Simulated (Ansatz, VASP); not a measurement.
**CrO2: VASP beside Ansatz**

Wanted: the spread between two codes on one cell, functional and k mesh.

Calculated with Ansatz 0.2.0; plane waves, with VASP 6.6.1 beside it; single point at r2SCAN, DFT+U.

## (1) The starting structure

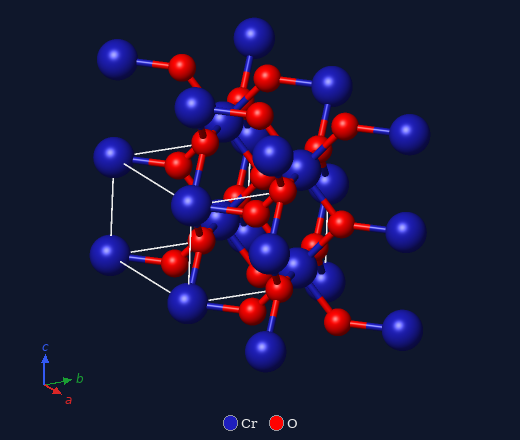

The cell as given, slightly off an axis (chromium blue, oxygen red). 2×1×2 cells are drawn. Some periodic images of atoms are drawn too.

Structure file:

```cif
data_structure
_symmetry_space_group_name_H-M 'P4_2/mnm'
_symmetry_Int_Tables_number 136
_cell_length_a 4.4210
_cell_length_b 4.4210
_cell_length_c 2.9170
_cell_angle_alpha 90.000
_cell_angle_beta 90.000
_cell_angle_gamma 90.000
_cell_volume 57.01
loop_
_atom_site_label
_atom_site_type_symbol
_atom_site_symmetry_multiplicity
_atom_site_Wyckoff_symbol
_atom_site_fract_x
_atom_site_fract_y
_atom_site_fract_z
_atom_site_occupancy
Cr1 Cr 2 a 0.50000 0.50000 0.50000 1
O1 O 4 f 0.80100 0.19900 0.50000 1
```

## (2) VASP: single point, r2SCAN, DFT+U

With cell and atoms fixed, the geometry can't cause a difference; cores, projectors, grids and the points listed under the comparison can.

Lines of VASP's logs that name or quote its potential files are left out, and so is its time.

INCAR reads:

```
SYSTEM = CrO2
PREC = Accurate
ENCUT = 480
EDIFF = 1E-06
NELM = 150
ISMEAR = 0
SIGMA = 0.05
LREAL = .FALSE.
ALGO = Normal
METAGGA = R2SCAN
LASPH = .TRUE.
NBANDS = 33
ISPIN = 2
MAGMOM = 3 3 0 0 0 0
LDAU = .TRUE.
LDAUTYPE = 2
LDAUL = 2 -1
LDAUU = 4 0
LDAUJ = 0 0
LDAUPRINT = 1
LMAXMIX = 4
LORBIT = 11
LWAVE = .FALSE.
LCHARG = .TRUE.
KPAR = 2
AMIX = 0.2
BMIX = 1E-04
AMIX_MAG = 0.8
BMIX_MAG = 1E-04
```

POSCAR reads:

```
CrO2
1.0
    4.4210000000      0.0000000000      0.0000000000
    0.0000000000      4.4210000000      0.0000000000
    0.0000000000      0.0000000000      2.9170000000
Cr O
2 4
Direct
    0.5000000000      0.5000000000      0.5000000000
    0.0000000000      0.0000000000      0.0000000000
    0.8010000000      0.1990000000      0.5000000000
    0.6990000000      0.6990000000      0.0000000000
    0.1990000000      0.8010000000      0.5000000000
    0.3010000000      0.3010000000      0.0000000000
```

KPOINTS reads:

```
Automatic mesh
0
Gamma
4 4 6
0 0 0
```

Potentials, in the order of the species: Cr_pv and O (PBE family, release 64).

Started as:

```
mpirun -np 2 vasp_std
```

Numbers of over 12 decimals in the logs are rounded to 6 here.

What it wrote:

```text
[banner, memory and clock lines left out]
running    2 mpi-ranks, on    1 nodes
 distrk:  each k-point on    1 cores,    2 groups
 distr:  one band on    1 cores,    1 groups

 POSCAR found type information on POSCAR CrO
 POSCAR found :  2 types and       6 ions
|                                                                             |
|               ----> ADVICE to this user running VASP <----                  |
|                                                                             |
|     You enforced a specific xc type in the INCAR file but a different       |
|     [... a line on the potential file left out ...]
|     I HOPE YOU KNOW WHAT YOU ARE DOING!                                     |
|                                                                             |

 LDA part: xc-table for (None), standard interpolation
 POSCAR, INCAR and KPOINTS ok, starting setup
 FFT: planning ... GRIDC
 FFT: planning ... GRID_SOFT
 FFT: planning ... GRID
 WAVECAR not read
 entering main loop
       N       E                     dE             d eps       ncg     rms          rms(c)
DAV:   1     0.574951867923E+03    0.57495E+03   -0.25801E+04  3168   0.158E+03
DAV:   2    -0.343506486516E+02   -0.60930E+03   -0.57209E+03  3484   0.488E+02
DAV:   3    -0.873113930162E+02   -0.52961E+02   -0.51584E+02  3411   0.155E+02
DAV:   4    -0.885598534642E+02   -0.12485E+01   -0.12432E+01  3939   0.227E+01
DAV:   5    -0.885948390532E+02   -0.34986E-01   -0.34928E-01  4100   0.336E+00    0.433E+01
DAV:   6    -0.602034775532E+02    0.28391E+02   -0.26017E+01  3888   0.559E+01    0.202E+01
DAV:   7    -0.608979728717E+02   -0.69450E+00   -0.10781E+01  4029   0.305E+01    0.161E+01
DAV:   8    -0.607614224563E+02    0.13655E+00   -0.20434E+00  3588   0.146E+01    0.136E+01
DAV:   9    -0.613238229331E+02   -0.56240E+00   -0.10688E+00  4159   0.101E+01    0.234E+02
DAV:  10    -0.614098752819E+02   -0.86052E-01   -0.18149E-01  3637   0.225E+00    0.227E+02
DAV:  11    -0.616468097754E+02   -0.23693E+00   -0.11167E-01  4068   0.227E+00    0.289E+02
DAV:  12    -0.609460563364E+02    0.70075E+00   -0.20022E+00  4167   0.107E+01    0.167E+02
DAV:  13    -0.608692580714E+02    0.76798E-01   -0.42834E-01  4073   0.515E+00    0.897E+00
DAV:  14    -0.609167626071E+02   -0.47505E-01   -0.71348E-02  3650   0.191E+00    0.794E+00
[...]
DAV:  37    -0.609618880940E+02    0.12663E-03   -0.33652E-05  3824   0.345E-02    0.286E+00
DAV:  38    -0.609618663706E+02    0.21723E-04   -0.52077E-06  3489   0.180E-02    0.254E+00
DAV:  39    -0.609617504398E+02    0.11593E-03   -0.80736E-05  3762   0.513E-02    0.129E+00
DAV:  40    -0.609617338034E+02    0.16636E-04   -0.35847E-05  4124   0.432E-02    0.765E-01
DAV:  41    -0.609617177717E+02    0.16032E-04   -0.13741E-05  3515   0.215E-02    0.392E-01
DAV:  42    -0.609617133251E+02    0.44466E-05   -0.83902E-06  3547   0.189E-02    0.140E-01
DAV:  43    -0.609617116620E+02    0.16631E-05   -0.36265E-06  3069   0.109E-02    0.305E-02
DAV:  44    -0.609617113946E+02    0.26742E-06   -0.13782E-06  1922   0.683E-03
   1 F= -.60961711E+02 E0= -.60960933E+02  d E =-.155613E-02  mag=     4.0000
```

OUTCAR, selected parts (step 2):

```text
ion  position               nearest neighbor table
   1  0.500  0.500  0.500-   3 1.88   5 1.88   4 1.92   6 1.92   4 1.92   6 1.92
   2  0.000  0.000  0.000-   4 1.88   6 1.88   5 1.92   3 1.92   3 1.92   5 1.92
   3  0.801  0.199  0.500-   1 1.88   2 1.92   2 1.92
   4  0.699  0.699  0.000-   2 1.88   1 1.92   1 1.92
   5  0.199  0.801  0.500-   1 1.88   2 1.92   2 1.92
   6  0.301  0.301  0.000-   2 1.88   1 1.92   1 1.92

  LATTYP: Found a simple tetragonal cell.
 ALAT       =     4.4210000000
 C/A-ratio  =     0.6598054739

 Subroutine GETGRP returns: Found 16 space group operations
 (whereof  8 operations were pure point group operations)

The static configuration has the point symmetry D_2h.
 The point group associated with its full space group is D_4h.

 Found     24 irreducible k-points:

   k-points           NKPTS =     24   k-points in BZ     NKDIM =     24   number of bands    NBANDS=     33

   dimension x,y,z NGX =    32 NGY =   32 NGZ =   24
   dimension x,y,z NGXF=    64 NGYF=   64 NGZF=   48

   ENCUT  =  480.0 eV  35.28 Ry    5.94 a.u.   7.90  7.90  5.21*2*pi/ulx,y,z

   NELECT =      48.0000    total number of electrons

 k-points in reciprocal lattice and weights: Automatic mesh
   0.00000000  0.00000000  0.00000000       0.010
   0.25000000  0.00000000  0.00000000       0.042
   0.50000000  0.00000000  0.00000000       0.021
   0.25000000  0.25000000  0.00000000       0.042
   0.50000000  0.25000000  0.00000000       0.042
   0.50000000  0.50000000  0.00000000       0.010
   0.00000000  0.00000000  0.16666667       0.021
   0.25000000  0.00000000  0.16666667       0.083
   0.50000000  0.00000000  0.16666667       0.042
[...]
0.50000000  0.25000000  0.50000000       0.042
   0.50000000  0.50000000  0.50000000       0.010

atom =   1  type =  1  l = 2

 onsite density matrix

spin component  1

  0.5951  0.0000 -0.2561  0.0000 -0.0000
  0.0000  0.6378  0.0000 -0.2674  0.0000
 -0.2561  0.0000  0.7795  0.0000 -0.0000
  0.0000 -0.2674  0.0000  0.6378  0.0000
 -0.0000  0.0000 -0.0000  0.0000  0.5391

spin component  2

  0.2173  0.0000  0.1088  0.0000 -0.0000
  0.0000  0.1725  0.0000  0.1051  0.0000
  0.1088  0.0000  0.1240  0.0000 -0.0000
  0.0000  0.1051  0.0000  0.1725  0.0000
 -0.0000  0.0000 -0.0000  0.0000  0.0763

 occupancies and eigenvectors

  o =  0.0523  v =  0.0000  0.0000  0.0000  0.0000  0.0000 -0.5504  0.0000  0.8349  0.0000  0.0000      0.0000  0.0000  0.0000  0.0000  0.0000  0.0000  0.0000  0.0000  0.0000  0.0000
  o =  0.0673  v =  0.0000  0.0000  0.0000  0.0000  0.0000  0.0000 -0.7071  0.0000  0.7071  0.0000      0.0000  0.0000  0.0000  0.0000  0.0000  0.0000  0.0000  0.0000  0.0000  0.0000
  o =  0.0763  v =  0.0000  0.0000  0.0000  0.0000  0.0000 -0.0000 -0.0000  0.0000  0.0000 -1.0000      0.0000  0.0000  0.0000  0.0000  0.0000  0.0000  0.0000  0.0000  0.0000  0.0000
  o =  0.2776  v =  0.0000  0.0000  0.0000  0.0000  0.0000  0.0000 -0.7071  0.0000 -0.7071  0.0000      0.0000  0.0000  0.0000  0.0000  0.0000  0.0000  0.0000  0.0000  0.0000  0.0000
  o =  0.2891  v =  0.0000  0.0000  0.0000  0.0000  0.0000 -0.8349  0.0000 -0.5504  0.0000  0.0000      0.0000  0.0000  0.0000  0.0000  0.0000  0.0000  0.0000  0.0000  0.0000  0.0000
  o =  0.3704  v =  0.0000 -0.7071  0.0000 -0.7071  0.0000  0.0000  0.0000  0.0000  0.0000  0.0000      0.0000  0.0000  0.0000  0.0000  0.0000  0.0000  0.0000  0.0000  0.0000  0.0000
  o =  0.4152  v = -0.8182 -0.0000 -0.5750  0.0000 -0.0000  0.0000  0.0000  0.0000  0.0000  0.0000      0.0000  0.0000  0.0000  0.0000  0.0000  0.0000  0.0000  0.0000  0.0000  0.0000
  o =  0.5391  v = -0.0000  0.0000 -0.0000  0.0000  1.0000  0.0000  0.0000  0.0000  0.0000  0.0000      0.0000  0.0000  0.0000  0.0000  0.0000  0.0000  0.0000  0.0000  0.0000  0.0000
  o =  0.9052  v =  0.0000  0.7071  0.0000 -0.7071 -0.0000  0.0000  0.0000  0.0000  0.0000  0.0000      0.0000  0.0000  0.0000  0.0000  0.0000  0.0000  0.0000  0.0000  0.0000  0.0000
  o =  0.9595  v = -0.5750 -0.0000  0.8182  0.0000 -0.0000  0.0000  0.0000  0.0000  0.0000  0.0000      0.0000  0.0000  0.0000  0.0000  0.0000  0.0000  0.0000  0.0000  0.0000  0.0000

atom =   2  type =  1  l = 2

 onsite density matrix

spin component  1

  0.5951  0.0000  0.2561  0.0000 -0.0000
  0.0000  0.6378  0.0000  0.2674  0.0000
  0.2561  0.0000  0.7795  0.0000 -0.0000
[...]
o =  0.0673  v =  0.0000  0.0000  0.0000  0.0000  0.0000  0.0000 -0.7071 -0.0000 -0.7071  0.0000      0.0000  0.0000  0.0000  0.0000  0.0000  0.0000  0.0000  0.0000  0.0000  0.0000
  o =  0.0763  v =  0.0000  0.0000  0.0000  0.0000  0.0000 -0.0000  0.0000 -0.0000  0.0000  1.0000      0.0000  0.0000  0.0000  0.0000  0.0000  0.0000  0.0000  0.0000  0.0000  0.0000
  o =  0.2776  v =  0.0000  0.0000  0.0000  0.0000  0.0000  0.0000  0.7071  0.0000 -0.7071 -0.0000      0.0000  0.0000  0.0000  0.0000  0.0000  0.0000  0.0000  0.0000  0.0000  0.0000
  o =  0.2891  v =  0.0000  0.0000  0.0000  0.0000  0.0000 -0.8349 -0.0000  0.5504  0.0000 -0.0000      0.0000  0.0000  0.0000  0.0000  0.0000  0.0000  0.0000  0.0000  0.0000  0.0000
  o =  0.3704  v = -0.0000  0.7071  0.0000 -0.7071  0.0000  0.0000  0.0000  0.0000  0.0000  0.0000      0.0000  0.0000  0.0000  0.0000  0.0000  0.0000  0.0000  0.0000  0.0000  0.0000
  o =  0.4152  v =  0.8182  0.0000 -0.5750 -0.0000 -0.0000  0.0000  0.0000  0.0000  0.0000  0.0000      0.0000  0.0000  0.0000  0.0000  0.0000  0.0000  0.0000  0.0000  0.0000  0.0000
  o =  0.5391  v = -0.0000  0.0000  0.0000 -0.0000 -1.0000  0.0000  0.0000  0.0000  0.0000  0.0000      0.0000  0.0000  0.0000  0.0000  0.0000  0.0000  0.0000  0.0000  0.0000  0.0000
  o =  0.9052  v =  0.0000 -0.7071  0.0000 -0.7071  0.0000  0.0000  0.0000  0.0000  0.0000  0.0000      0.0000  0.0000  0.0000  0.0000  0.0000  0.0000  0.0000  0.0000  0.0000  0.0000
  o =  0.9595  v = -0.5750 -0.0000 -0.8182 -0.0000  0.0000  0.0000  0.0000  0.0000  0.0000  0.0000      0.0000  0.0000  0.0000  0.0000  0.0000  0.0000  0.0000  0.0000  0.0000  0.0000

 average (electrostatic) potential at core
       1 -76.8166       2 -76.8166       3 -73.2999       4 -73.2999       5 -73.2999
       6 -73.2999

 E-fermi :   4.9712

 spin component 1
 k-point     1 :       0.0000    0.0000    0.0000
  band No.  band energies     occupation
    ...
     22       2.4677      1.00000
     23       3.6071      1.00000
     24       3.8912      1.00000
     25       4.5004      1.00000
     26       4.5004      1.00000
     27       5.2221      0.00000
     28       5.4169      0.00000
     29       5.4399      0.00000
     30       6.3198      0.00000
     31       6.9129      0.00000
    ...

 k-point     2 :       0.2500    0.0000    0.0000
  band No.  band energies     occupation
    ...
     22       3.0402      1.00000
     23       3.1969      1.00000
     24       4.1095      1.00000
     25       4.1247      1.00000
     26       4.6455      1.00000
     27       5.0525      0.01073
     28       5.4301      0.00000
     29       5.4438      0.00000
     30       6.0820      0.00000
     31       7.8148      0.00000
    ...

 k-point     3 :       0.5000    0.0000    0.0000
  band No.  band energies     occupation
    ...
     22       2.8398      1.00000
     23       3.9721      1.00000
     24       3.9721      1.00000
     25       4.2184      1.00000
     26       4.2184      1.00000
     27       5.4330      0.00000
     28       5.4330      0.00000
     29       5.5196      0.00000
     30       5.5196      0.00000
     31       9.2512      0.00000
    ...

 k-point     4 :       0.2500    0.2500    0.0000
  band No.  band energies     occupation
    ...
     22       2.8709      1.00000
     23       2.9199      1.00000
     24       3.3018      1.00000
     25       4.1136      1.00000
     26       4.4293      1.00000
     27       5.4220      0.00000
     28       5.4419      0.00000
     29       5.5440      0.00000
     30       6.1758      0.00000
     31       7.9892      0.00000
    ...

 k-point     5 :       0.5000    0.2500    0.0000
  band No.  band energies     occupation
    ...
     22       2.6231      1.00000
     23       3.6068      1.00000
     24       3.6068      1.00000
     25       3.6110      1.00000
     26       3.6110      1.00000
     27       5.4318      0.00000
     28       5.4318      0.00000
     29       6.0009      0.00000
     30       6.0009      0.00000
     31       8.8913      0.00000
    ...

 k-point     6 :       0.5000    0.5000    0.0000
  band No.  band energies     occupation
    ...
     22       2.3710      1.00000
     23       2.9743      1.00000
     24       2.9743      1.00000
     25       3.4453      1.00000
     26       3.4453      1.00000
     27       5.4225      0.00000
     28       5.4225      0.00000
     29       6.2701      0.00000
     30       6.2701      0.00000
     31       8.5235      0.00000
    ...

  Total        2.5254708      2.5254708      4.1642207      0.0000000      0.0000000      0.0000000
  in kB       70.9701085     70.9701085    117.0218236      0.0000000      0.0000000      0.0000000
  external PRESSURE =      86.3206802 kB  Pullay stress =       0.0000000 kB

  energy-cutoff  :      480.00
  volume of cell :       57.01
      direct lattice vectors                 reciprocal lattice vectors
     4.421000000  0.000000000  0.000000000     0.226193169  0.000000000  0.000000000
     0.000000000  4.421000000  0.000000000     0.000000000  0.226193169  0.000000000
     0.000000000  0.000000000  2.917000000     0.000000000  0.000000000  0.342817964

 POSITION                                       TOTAL-FORCE (eV/Angst)
 -----------------------------------------------------------------------------------
      2.21050      2.21050      1.45850         0.000000     -0.000000      0.000000
      0.00000      0.00000      0.00000         0.000000     -0.000000      0.000000
      3.54122      0.87978      1.45850        -0.066736      0.066736      0.000000
      3.09028      3.09028      0.00000         0.066736      0.066736      0.000000
      0.87978      3.54122      1.45850         0.066736     -0.066736     -0.000000
      1.33072      1.33072      0.00000        -0.066736     -0.066736     -0.000000
 -----------------------------------------------------------------------------------
    total drift:                                0.000000     -0.000000     -0.000000

  FREE ENERGIE OF THE ION-ELECTRON SYSTEM (eV)
  ---------------------------------------------------
  free  energy   TOTEN  =       -60.9617113946 eV

  energy  without entropy=      -60.9601552691  energy(sigma->0) =      -60.96093333

 total charge
# of ion       s       p       d       tot
------------------------------------------
    1        0.626   6.466   3.916  11.008
    2        0.626   6.466   3.916  11.008
    3        1.582   3.509   0.000   5.091
    4        1.582   3.509   0.000   5.091
    5        1.582   3.509   0.000   5.091
    6        1.582   3.509   0.000   5.091
--------------------------------------------------
tot          7.580  26.968   7.831  42.378

 magnetization (x)
# of ion       s       p       d       tot
------------------------------------------
    1        0.131   0.039   2.423   2.594
    2        0.131   0.039   2.423   2.594
    3       -0.007  -0.233   0.000  -0.240
    4       -0.007  -0.233   0.000  -0.240
    5       -0.007  -0.233   0.000  -0.240
    6       -0.007  -0.233   0.000  -0.240
--------------------------------------------------
tot          0.235  -0.854   4.847   4.228

[... 6 further parts left out ...]
```

The run ends at a pressure of 8.63 GPa, with forces up to 0.094 eV/Å.

[end of part 1 of 2]

[Lines on the potential files, build, host, timing and source positions are cut from VASP's logs without a mark.]

[Logs are printed without paths, hosts, clocks, repeated set-up lines and the standing remarks that a program may print on its own settings, such as how far it seeks lower states.]

[Hosts, paths, dates, database ids (printed as entryN), source tags and the programs' standing remarks are cut or masked in the printed files.]
